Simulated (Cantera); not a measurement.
Input: 1 mol Si3N4, a varied amount of HF, 22 mol H2, equilibrated at 998.15 K and 10.0 Torr.

Method: chemical equilibrium by Gibbs-energy minimisation in Cantera with the NASA 1993 tables (ideal gas, pure condensed phases). Candidate condensed phases: Si, Si3N4; 37 gas species. The tables' values for SiF3 are old estimates; treat these amounts as uncertain. Equilibrium is a limit: real reactors are often held back by kinetics, nucleation or transport.

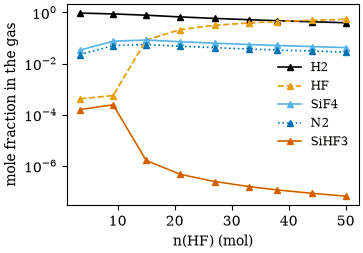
Fig. 1. Equilibrium gas composition (values under 1e-9 drawn at 1e-9)

Problem. Read off the mole fractions at 27 mol HF.

Solution. H2 about 0.58, HF about 0.31, SiF4 about 0.062, N2 about 0.042, SiHF3 about 2.4e-7.
